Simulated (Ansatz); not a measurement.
Consider Ir in the fcc (Cu type) structure (space group Fm-3m, No. 225; a = 3.871 Å).

Structures relaxed with PBE, PAW, 420 eV (Ansatz, a quantum-chemistry and plane-wave program; spin-orbit coupling left out).

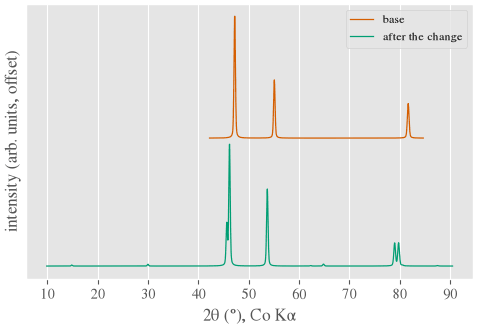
Simulated powder patterns before (top) and after one change

**Question.** Which of these changes matches the shifts?
(A) x(Au) = 0.5, 4 atoms, I4_1/amd
(B) x(Au) = 0.75, 4 atoms, P4/mmm
(C) x(Au) = 0.333, 3 atoms, P-3m1
(D) x(Au) = 0.75, 4 atoms, Cmmm

**Answer.** C, x(Au) = 0.333, 3 atoms, P-3m1. Its volume per atom is 15.57 Å³ against 14.50 Å³, and its space group is P-3m1 (No. 164).

Each cell is one ordered arrangement of few atoms, which overstates ordering effects compared with a random alloy. No phonon test of stability was made. All final runs are without spin polarisation. An odd electron count without spin: Ir2Au. IrAu3 and IrAu have a high density of states at the Fermi level and may be magnetic at this level.
